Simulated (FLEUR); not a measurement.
# NaTiO2: which magnetic order is lowest

Aim: find out whether NaTiO2 carries moments, and which collinear order costs least.

Method: LDA (VWN) with U = 2.4 eV on Ti d; all-electron FLAPW, Dirac cores, scalar-relativistic bands, in FLEUR MaX-R8.1.

### Step 1. The starting structure

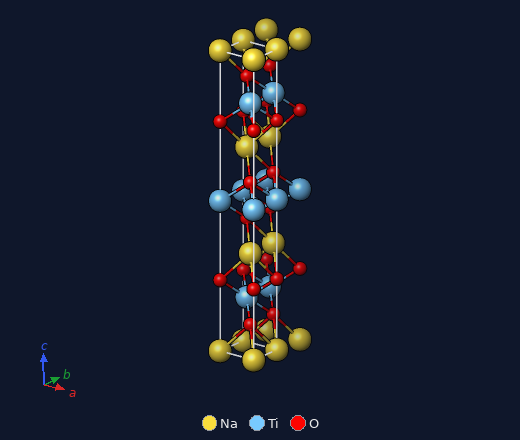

Start, viewed slightly off an axis; sodium yellow, titanium blue, oxygen red. 1×2×1 cells are drawn. This picture shows the conventional cell, with its axes. Bonds to atoms that aren't drawn are left out. Some periodic images of atoms are drawn too.

The cell comes from a database of computed structures and need not be the stable phase.

### Step 2. Order 1, typed as ferro +

The parallel start is the test of whether parallel moments hold. A Hubbard U acts on the open shell, since semilocal functionals spread its electrons too much.

inpgen writes inp.xml from crystal.txt; cutoffs, mixing, functional, smearing and local orbitals are then set in the file. The k list default-1 (kpts.xml, not shown) is a Γ-centred 8×8×8 mesh; where the ranks do not divide the number of points, some are split in two of half the weight.

inp.xml reads:

```
<?xml version="1.0" encoding="UTF-8" standalone="no"?>
<fleurInput fleurInputVersion="0.39">
   <comment>
      NaTiO2
   </comment>
   <calculationSetup>
      <cutoffs Kmax="4.35" Gmax="13.0" GmaxXC="13.0" numbands="0"/>
      <scfLoop itmax="130" minDistance="0.0001" maxIterBroyd="15" imix="Anderson" alpha="0.05" precondParam="0.0" spinf="2.0" sdNocoIR="T"/>
      <coreElectrons ctail="T" frcor="F" kcrel="0" coretail_lmax="0"/>
      <xcFunctional name="vwn" relativisticCorrections="F"/>
      <magnetism jspins="2"/>
      <soc l_soc="F" theta="0.0" phi="0.0" spav="F"/>
      <expertModes spex="0" secvar="F"/>
      <geometryOptimization l_f="F" forcealpha="1.0" forcemix="BFGS" epsdisp="0.00001" epsforce="0.00001"/>
      <ldaU l_linMix="F" mixParam="0.05" spinf="1.0"/>
   </calculationSetup>
   <cell>
      <bzIntegration valenceElectrons="33.0" mode="hist" fermiSmearingEnergy="0.00293995">
         <kPointListSelection listName="default-1"/>
         <xi:include xmlns:xi="http://www.w3.org/2001/XInclude" href="kpts.xml"> </xi:include>
      </bzIntegration>
      <xi:include xmlns:xi="http://www.w3.org/2001/XInclude" href="sym.xml"> </xi:include>
      <bulkLattice scale="1.0">
         <bravaisMatrix>
            <row-1>    2.8470452221828917     1.6437423253806391    10.2027173099788619</row-1>
            <row-2>   -2.8470452221828917     1.6437423253806391    10.2027173099788619</row-2>
            <row-3>    0.0000000000000000    -3.2874846509124560    10.2027173099599651</row-3>
         </bravaisMatrix>
      </bulkLattice>
   </cell>
   <atomSpecies>
      <species name="Sodium (Na)" element="Na" atomicNumber="11">
         <mtSphere radius="2.8" gridPoints="925" logIncrement="0.012"/>
         <atomicCutoffs lmax="10" lnonsphr="8"/>
         <electronConfig flipSpins="F">
            <coreConfig>(1s1/2)</coreConfig>
            <valenceConfig>(2s1/2) (2p1/2) (2p3/2) (3s1/2)</valenceConfig>
            <stateOccupation state="(3s1/2)" spinUp="0.500000" spinDown="0.500000"/>
         </electronConfig>
         <energyParameters s="3" p="3" d="3" f="4"/>
         <lo type="SCLO" l="0" n="2" eDeriv="0"/>
         <lo type="SCLO" l="1" n="2" eDeriv="0"/>
      </species>
      <species name="Titanium (1.002" element="Ti" atomicNumber="22">
         <mtSphere radius="2.44" gridPoints="807" logIncrement="0.015"/>
         <atomicCutoffs lmax="10" lnonsphr="8"/>
         <electronConfig flipSpins="F">
            <coreConfig>(1s1/2) (2s1/2) (2p1/2) (2p3/2)</coreConfig>
            <valenceConfig>(3s1/2) (3p1/2) (3p3/2) (4s1/2) (3d3/2) (3d5/2)</valenceConfig>
            <stateOccupation state="(3d3/2)" spinUp="0.4" spinDown="0.4"/>
            <stateOccupation state="(3d5/2)" spinUp="1.101" spinDown="0.099"/>
         </electronConfig>
         <energyParameters s="4" p="4" d="3" f="4"/>
         <ldaU l="2" U="2.4" J="0.0" l_amf="F"/>
         <lo type="SCLO" l="0" n="3" eDeriv="0"/>
         <lo type="SCLO" l="1" n="3" eDeriv="0"/>
      </species>
      <species name="Oxygen (O)" element="O" atomicNumber="8">
         <mtSphere radius="1.38" gridPoints="457" logIncrement="0.023"/>
         <atomicCutoffs lmax="6" lnonsphr="4"/>
         <electronConfig flipSpins="F">
            <coreConfig>(1s1/2)</coreConfig>
            <valenceConfig>(2s1/2) (2p1/2) (2p3/2)</valenceConfig>
            <stateOccupation state="(2p1/2)" spinUp="0.666667" spinDown="0.666667"/>
            <stateOccupation state="(2p3/2)" spinUp="1.333333" spinDown="1.333333"/>
         </electronConfig>
         <energyParameters s="2" p="2" d="3" f="4"/>
      </species>
   </atomSpecies>
   <atomGroups>
      <atomGroup species="Sodium (Na)">
         <relPos label="                   1">.0000000000 .0000000000 .0000000000</relPos>
         <force calculate="T" relaxXYZ="TTT"/>
      </atomGroup>
      <atomGroup species="Titanium (1.002">
         <relPos label="                   2">1.000/2.000 1.000/2.000 1.000/2.000</relPos>
         <force calculate="T" relaxXYZ="TTT"/>
      </atomGroup>
      <atomGroup species="Oxygen (O)">
         <relPos label="                   3">-.2361963900 -.2361963900 -.2361963900</relPos>
         <relPos label="                   4">.2361963900 .2361963900 .2361963900</relPos>
         <force calculate="T" relaxXYZ="TTT"/>
      </atomGroup>
   </atomGroups>
   <output dos="F" band="F" slice="F">
      <bandDOS minEnergy="-.5*Htr" maxEnergy="0.5*Htr" sigma="0.015" storeEVData="T"/>
      <plotting iplot="0" polar="F">
         <plot TwoD="T" vec1="  1.0  0.0  0.0" vec2="  0.0  1.0  0.0" vec3="  0.0  0.0  1.0" zero="  0.0  0.0  0.0" file="plot"/>
      </plotting>
      <moessbauerParams electricFieldGradient="F" isomerShift="F" coreHyperfine="F" valenceHyperfine="F"/>
   </output>
</fleurInput>
```

crystal.txt reads:

```
NaTiO2
&input film=F cartesian=F /
1.50659145001  0.86983097920  5.39904548980
-1.50659145001  0.86983097920  5.39904548980
0.00000000000  -1.73966195848  5.39904548979
1.8897261246
1.0 1.0 1.0

4
11 0.00000000000  0.00000000000  0.00000000000
22 0.50000000000  0.50000000000  0.50000000000 : 1.002
8 0.76380361000  0.76380361000  0.76380361000
8 0.23619639000  0.23619639000  0.23619639000

&kpt div1=8 div2=8 div3=8 gamma=T /
```

Command:

```bash
$ OMP_NUM_THREADS=1 inpgen -f crystal.txt > inpgen.log  # inp.xml is then edited as shown
$ OMP_NUM_THREADS=1 mpirun -n 4 fleur_MPI > fleur.log
```

Output:

```text
Welcome to FLEUR        (www.flapw.de)
      MaX-Release 8.1          (www.max-centre.eu)

 ========== k-point set info ==========
 Selected k-point list: default-1
 k-point list type: mesh
 0 x 0 x 0
 Number of k points: 68

 ------------Calculation Setup---------------------------
 Number of MPI-tasks      :            4
 Number of PE/node        :            4
 Number of OMP-threads    :            1
 k-points in parallel     :            4
 pe's per k-point         :            1
 No of k-point loops      :           17
 Eigenvalue solver        :       lapack
 Number of basis functions:          432
 Approximate size of matrices (H+S) per k-point:         0.003 GB
 --------------------------------------------------------
 no density matrix found ... skipping LDA+U
 Reset of history
 Iteration:     1   Distance:      26.38137000 me/bohr^3
 Iteration:     2   Distance:      23.34725266 me/bohr^3
 Iteration:     3   Distance:      19.61662063 me/bohr^3
 Iteration:     4   Distance:       9.30392095 me/bohr^3
 Iteration:     5   Distance:       9.53083117 me/bohr^3
 Iteration:     6   Distance:       2.42190871 me/bohr^3
 Iteration:     7   Distance:       1.24429270 me/bohr^3
 Iteration:     8   Distance:       0.82688191 me/bohr^3
 Iteration:     9   Distance:       0.49592213 me/bohr^3
 Iteration:    10   Distance:       0.83134275 me/bohr^3
 Iteration:    11   Distance:       0.40266648 me/bohr^3
 Iteration:    12   Distance:       0.40410382 me/bohr^3
 Iteration:    13   Distance:       0.18089351 me/bohr^3
 Iteration:    14   Distance:       0.13063038 me/bohr^3
 Iteration:    15   Distance:       0.14454537 me/bohr^3
 Iteration:    16   Distance:       0.10487353 me/bohr^3
 Iteration:    17   Distance:       0.09990215 me/bohr^3
 Iteration:    18   Distance:       0.05542473 me/bohr^3
 Iteration:    19   Distance:       0.02878595 me/bohr^3
 Iteration:    20   Distance:       0.01001835 me/bohr^3
 Iteration:    21   Distance:       0.00927726 me/bohr^3
 Iteration:    22   Distance:       0.00482760 me/bohr^3
 Iteration:    23   Distance:       0.00500000 me/bohr^3
 Iteration:    24   Distance:       0.00071834 me/bohr^3
 Iteration:    25   Distance:       0.00064388 me/bohr^3
 Iteration:    26   Distance:       0.00020389 me/bohr^3
 Iteration:    27   Distance:       0.00012320 me/bohr^3
 Iteration:    28   Distance:       0.00014388 me/bohr^3
 Iteration:    29   Distance:       0.00009466 me/bohr^3

 ********************************************************************
 Run finished successfully
 Stop message:
   all done
 ********************************************************************

--- out.xml (last complete iteration) ---
<iteration numberForCurrentRun="   29" overallNumber="   29">
         [... left out ...]
         <bandgap value="0.0072928781" units="eV"/>
         <sumValenceSingleParticleEnergies value="-10.8923105792" units="Htr"/>
         <FermiEnergy value="0.4740985937" units="Htr"/>
         <valenceDensity>
            <mtCharges spin="1">
               <mtCharge atomType="1" total="4.4463736" s="1.1034126" p="3.1507552" d="0.1204148" f="0.0466614"/>
               <mtCharge atomType="2" total="5.7556330" s="1.1227510" p="3.1641586" d="1.3788750" f="0.0653939"/>
               <mtCharge atomType="3" total="2.2082745" s="0.6783885" p="1.5264708" d="0.0031381" f="0.0002347"/>
            </mtCharges>
            <mtCharges spin="2">
               <mtCharge atomType="1" total="4.4348553" s="1.1018731" p="3.1519590" d="0.1141672" f="0.0428381"/>
               <mtCharge atomType="2" total="4.9356699" s="1.1155177" p="3.1589420" d="0.5743891" f="0.0624280"/>
               <mtCharge atomType="3" total="2.2070410" s="0.6791791" p="1.5263606" d="0.0013427" f="0.0001262"/>
            </mtCharges>
            <spinDependentCharge spin="1" total="16.9808280" interstitial="2.3622725" mtSpheres="14.6185555"/>
            <spinDependentCharge spin="2" total="16.0191720" interstitial="2.2345647" mtSpheres="13.7846072"/>
            <totalCharge value="33.0000000000"/>
         </valenceDensity>
         [... left out ...]
         <allElectronCharges>
            <spinDependentCharge spin="1" total="24.9808280" interstitial="2.3622737" mtSpheres="22.6185543"/>
            <spinDependentCharge spin="2" total="24.0191720" interstitial="2.2345660" mtSpheres="21.7846060"/>
            <totalCharge value="48.9999999978"/>
         </allElectronCharges>
         <magneticMomentsInMTSpheres units="muBohr">
            <globalMagMoment atomType="1" vec="0.00000   0.00000   0.01152"/>
            <localMagMoment atomType="1" vec="0.00000   0.00000   0.01152"/>
            <globalMagMoment atomType="2" vec="0.00000   0.00000   0.81996"/>
            <localMagMoment atomType="2" vec="0.00000   0.00000   0.81996"/>
            <globalMagMoment atomType="3" vec="0.00000   0.00000   0.00123"/>
            <localMagMoment atomType="3" vec="0.00000   0.00000   0.00123"/>
         </magneticMomentsInMTSpheres>
         <moessbauerParams unitsHFF="kG" unitsIS="e/bohr^3" unitsEFG="Htr/bohr^2">
         </moessbauerParams>
         <totalEnergy value="    -1163.4984411814" units="Htr">
            <sumOfEigenvalues value="     -645.2374591754">
               <coreElectrons value="-634.3451485962"/>
               <valenceElectrons value="-10.8923105792"/>
            </sumOfEigenvalues>
            <densityCoulombPotentialIntegral value="-1722.6808948231"/>
            <densityEffectivePotentialIntegral value="-1815.4584567942"/>
            <chargeDenXCDenIntegral value="-70.2208557395"/>
            <FockExchangeEnergyValence value="0.0000000000"/>
            <FockExchangeEnergyCore value="0.0000000000"/>
            <atomTypeDependentContributions atomType="1">
               <electronNucleiInteractionDifferentMTs value="195.2817782197"/>
               <MadelungTerm value="-2.9773407941"/>
            </atomTypeDependentContributions>
            <atomTypeDependentContributions atomType="2">
               <electronNucleiInteractionDifferentMTs value="1010.9172794732"/>
               <MadelungTerm value="-9.9821773178"/>
            </atomTypeDependentContributions>
            <atomTypeDependentContributions atomType="3">
               <electronNucleiInteractionDifferentMTs value="171.5872102268"/>
               <MadelungTerm value="-11.4345066799"/>
            </atomTypeDependentContributions>
            <dftUCorrection value="-0.0221570622"/>
            <tkbTimesEntropy value="0.0009846921"/>
            <freeEnergy value="-1163.4994258735"/>
            <extrapolationTo0K value="-1163.4989335274"/>
         </totalEnergy>
         <ldaUDensityMatrix>
            <densityMatrixFor spin="1" atomType="2" uIndex="1" l="2" U="2.40000000" J="0.00000000">
               (+0.26545,+0.00000) (+0.00000,+0.00000) (+0.00000,+0.00000) (+0.00000,+0.08670) (+0.00000,+0.00000)
               (+0.00000,+0.00000) (+0.31563,+0.00000) (+0.00000,+0.00000) (+0.00000,+0.00000) (+0.00000,-0.08670)
               (+0.00000,+0.00000) (+0.00000,+0.00000) (+0.21672,+0.00000) (+0.00000,+0.00000) (+0.00000,+0.00000)
               (+0.00000,-0.08670) (+0.00000,+0.00000) (+0.00000,+0.00000) (+0.31563,+0.00000) (+0.00000,+0.00000)
               (+0.00000,+0.00000) (+0.00000,+0.08670) (+0.00000,+0.00000) (+0.00000,+0.00000) (+0.26545,+0.00000)
            </densityMatrixFor>
            <densityMatrixFor spin="2" atomType="2" uIndex="1" l="2" U="2.40000000" J="0.00000000">
               (+0.11485,+0.00000) (+0.00000,+0.00000) (+0.00000,+0.00000) (+0.00000,-0.06183) (+0.00000,+0.00000)
               (+0.00000,+0.00000) (+0.14058,+0.00000) (+0.00000,+0.00000) (+0.00000,+0.00000) (+0.00000,+0.06183)
               (+0.00000,+0.00000) (+0.00000,+0.00000) (+0.06353,+0.00000) (+0.00000,+0.00000) (+0.00000,+0.00000)
               (+0.00000,+0.06183) (+0.00000,+0.00000) (+0.00000,+0.00000) (+0.14058,+0.00000) (+0.00000,+0.00000)
               (+0.00000,+0.00000) (+0.00000,-0.06183) (+0.00000,+0.00000) (+0.00000,+0.00000) (+0.11485,+0.00000)
            </densityMatrixFor>
         </ldaUDensityMatrix>
         <ldaUDensityMatrixConvergence>
            <distance spin="1" distance="0.000007"/>
            <distance spin="2" distance="0.000003"/>
         </ldaUDensityMatrixConvergence>
         <densityConvergence units="me/bohr^3">
            <chargeDensity spin="1" distance="0.0000733486"/>
            <chargeDensity spin="2" distance="0.0000292879"/>
            <overallChargeDensity distance="0.0000592860"/>
            <spinDensity distance="0.0000946614"/>
         </densityConvergence>
      </iteration>
```

Elapsed: 62 s, on 4 MPI ranks of Intel Xeon 6975P-C (Granite Rapids), shared host; peak memory 0.35 GiB.

Spin moment in the muffin-tin sphere by atom:

| atom | spin moment in the muffin-tin sphere (μB) |
| --- | --- |
| Na1 | 0.011 |
| Ti2 | 0.820 |
| O3 | 0.001 |
| O4 | 0.001 |

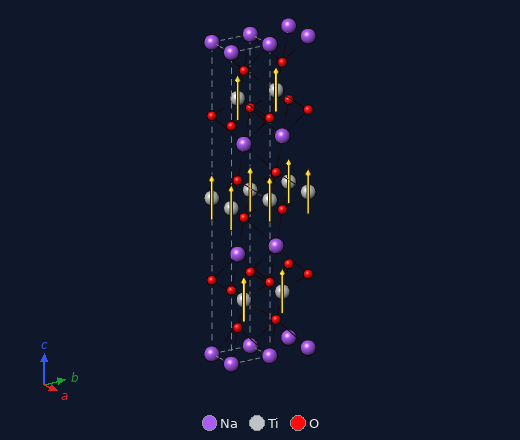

Spin moment in the muffin-tin sphere as arrows, the longest 0.82 μB. Up and down stand for the sign. Arrows give size and sign along the axis of quantisation, drawn up and down the page. Bonds to atoms that aren't drawn are left out. 1×2×1 conventional cells are drawn. Some periodic images of atoms are drawn too.

Read from the output:

```yaml
free_energy: -31660.4323 eV
program_s_band_gap_on_this_mesh_in_a_metal_only_a_level_spacing: 0.007293 eV
magnetization: 0.9617 μB
final_state: ferromagnetic
```

After 29 cycles the largest moment stands at 0.820 μB.

(Continued in part 2 of 3.)

[Logs and program files are shortened in this print: banners, set-up blocks, solver, clock and traceback lines can be left out without a mark of their own.]

[Logs are printed without paths, hosts, clocks, repeated set-up lines and the standing remarks that a program may print on its own settings, such as how far it seeks lower states.]

[Hosts, paths, dates, database ids (printed as entryN), source tags and the programs' standing remarks are cut or masked in the printed files.]

[Where a cell is said to come from a database of computed structures, the database is the Materials Project.]
